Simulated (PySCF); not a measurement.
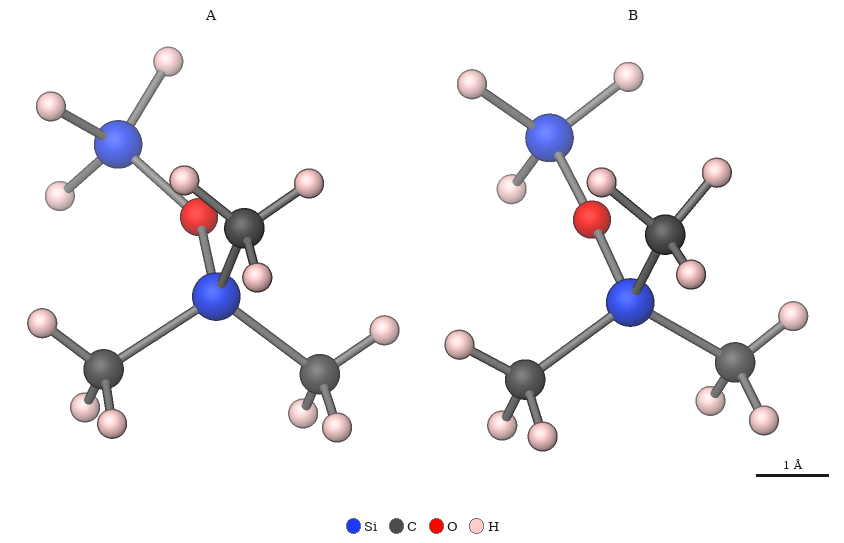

Two geometries of C3H12OSi2, drawn at one scale. One is the start of a relaxation, the other its converged end. A ball-and-stick model, seen from a free direction.

Theory: PBE0-D3(BJ)/def2-SVP geometry optimisation, gas phase (PySCF). 

Which one is relaxed?

Structure A is the relaxed one. The start comes from GFN2-xTB. Its atoms were then displaced at random by about 0.03 Å. After 18 geometry steps the energy has fallen by 1.091 eV. An H atom moves most after the best rigid fit: 0.61 Å. By element the largest moves are H 0.61 Å, O 0.45 Å, C 0.27 Å, Si 0.20 Å. Near-neighbour distances that change, for instance: C–H 0.977 → 1.102 Å, C–H 1.216 → 1.102 Å, C–Si 1.960 → 1.873 Å, H–Si 1.422 → 1.492 Å. Bond angles that change, for instance: Si–O–Si 177.0° → 142.9°, H–C–H 94.6° → 107.9°, H–C–H 100.6° → 107.7°. The run took 3.4 min on 1 thread of Arm Neoverse V1, on a shared host.
